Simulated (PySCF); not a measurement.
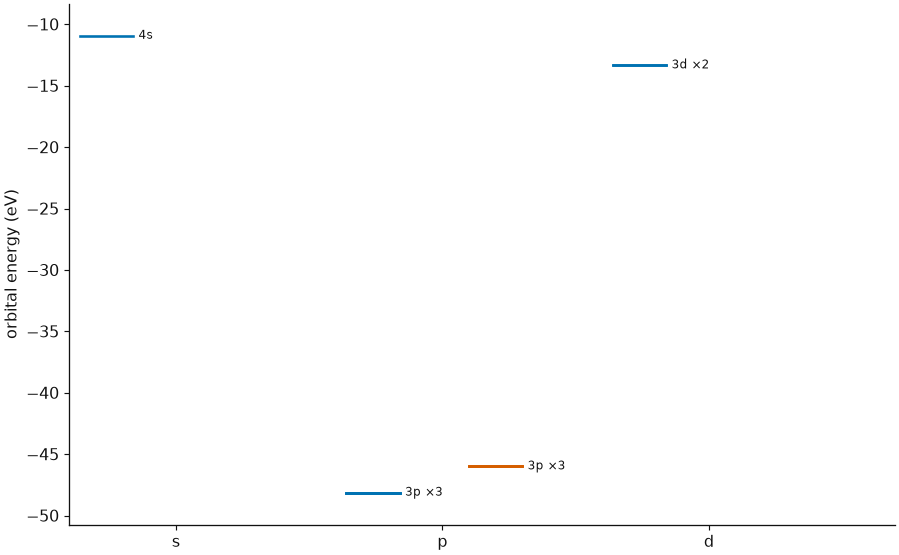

Fig. 1: Orbital energies of the mean field, from the top down to −48.1 eV, by angular momentum, α spin at the left of each column and β at the right; ×n counts the orbitals under one label. Empty levels that the record names by l alone aren't drawn. The highest filled orbital is 4s α at −10.9 eV, the lowest empty one d α at −11.4 eV.

# Ti⁺: atomic calculation

Ti⁺, configuration 1s2 2s2 2p6 3s2 3p6 3d2 4s1, multiplicity 4. Computed at this level: unrestricted r2SCAN, def2-SVP, non-relativistic, point nucleus (PySCF).

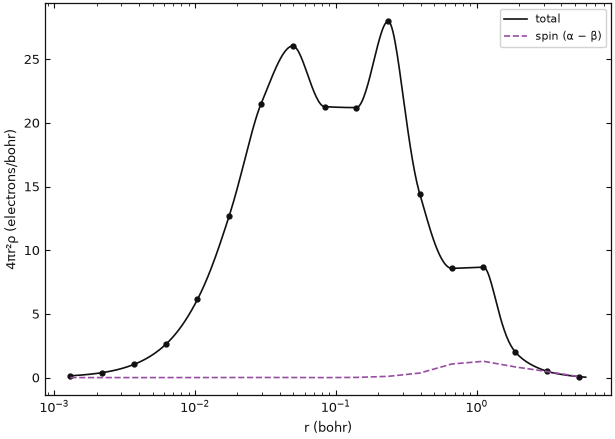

Fig. 2: Spherically averaged radial density 4πr²ρ of the mean field and its spin part; markers are the stored points, which are sparse, and the line is a monotone interpolation between them. The largest stored value is 28.0 electrons/bohr at r = 0.24 bohr. Root-mean-square radii of the shells: 2p 0.322, 2s 0.355, 3s 1.09, 3p 1.18, 3d 1.64, 4s 3.51 bohr.

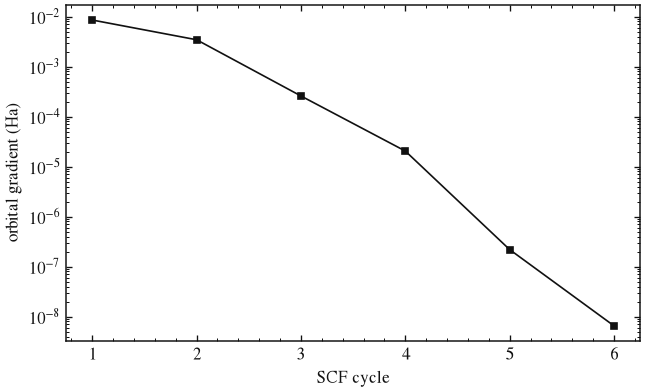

Fig. 3: Convergence: orbital gradient against the SCF cycle. The residual falls at every step. It goes from 0.0086 to 6.5×10⁻⁹ in 6 steps.

These pictures come from the run below.

**The input**
```python
from pyscf import gto, scf, dft, mp, cc
import basis_set_exchange as bse
mol = gto.M(atom="Ti 0 0 0", charge=1, spin=3, symmetry="D2h",
            basis=gto.basis.parse(bse.get_basis("def2-SVP", elements=["Ti"], fmt="nwchem", header=False)))
mf = dft.UKS(mol, xc="R2SCAN")
mf.irrep_nelec = {'Ag': (5, 3), 'B1g': (1, 0), 'B1u': (2, 2), 'B2u': (2, 2), 'B3u': (2, 2)}
mf.kernel()
```

The script is an equivalent of what the driver set up; the driver started from orbitals of its own, so the log can be shorter than this script's would be, and it computed the properties (radii, ⟨L²⟩, response) afterwards. It held the occupations shell by shell, which the script's counts by irreducible representation don't always enforce.

Launched within a batch (the task file carries these settings):
```bash
OMP_NUM_THREADS=1 python <driver script> TASK.json OUT
```

**Output (extracts)**
```
damping factor = 0
level_shift factor = 0
DIIS = <class 'pyscf.scf.diis.CDIIS'>
diis_start_cycle = 1
diis_space = 10
diis_damp = 0
SCF conv_tol = 1e-09
SCF conv_tol_grad = None
number electrons alpha = 12  beta = 9
XC functionals = R2SCAN
    J. W. Furness, A. D. Kaplan, J. Ning, J. P. Perdew, and J. Sun.,  J. Phys. Chem. Lett. 11, 8208-8215 (2020)
    J. W. Furness, A. D. Kaplan, J. Ning, J. P. Perdew, and J. Sun.,  J. Phys. Chem. Lett. 11, 9248-9248 (2020)
    J. W. Furness, A. D. Kaplan, J. Ning, J. P. Perdew, and J. Sun.,  J. Phys. Chem. Lett. 11, 8208-8215 (2020)
    J. W. Furness, A. D. Kaplan, J. Ning, J. P. Perdew, and J. Sun.,  J. Phys. Chem. Lett. 11, 9248-9248 (2020)
cycle= 1 E= -848.954992544491  delta_E= -0.0021  |g|= 0.00856  |ddm|= 0.214
cycle= 2 E= -848.95504621717  delta_E= -5.37e-05  |g|= 0.00345  |ddm|= 0.0516
cycle= 3 E= -848.955054978825  delta_E= -8.76e-06  |g|= 0.000259  |ddm|= 0.00505
cycle= 4 E= -848.955055138584  delta_E= -1.6e-07  |g|= 2.05e-05  |ddm|= 0.00409
cycle= 5 E= -848.955055139745  delta_E= -1.16e-09  |g|= 2.19e-07  |ddm|= 0.000376
cycle= 6 E= -848.955055139745  delta_E=    0  |g|= 6.53e-09  |ddm|= 3.07e-07
converged SCF energy = -848.955055139745  <S^2> = 3.7506805  2S+1 = 4.0003403
```

**Key numbers**

- outcome: converged
- total energy: −848.955055 hartree
- kinetic energy: 847.635283 hartree
- ⟨S²⟩: 3.751
- ⟨L²⟩: 12.01
- SCF iterations: 6
- hardware: 1 thread of Intel Xeon, 54 GiB of memory available, shared host
- wall time: 0.74 s

**Remarks**

The driver held the occupations shell by shell, and empty d levels lie below the filled 4s. The script shown fixes the counts by irreducible representation only, so by itself it can fall to another configuration.
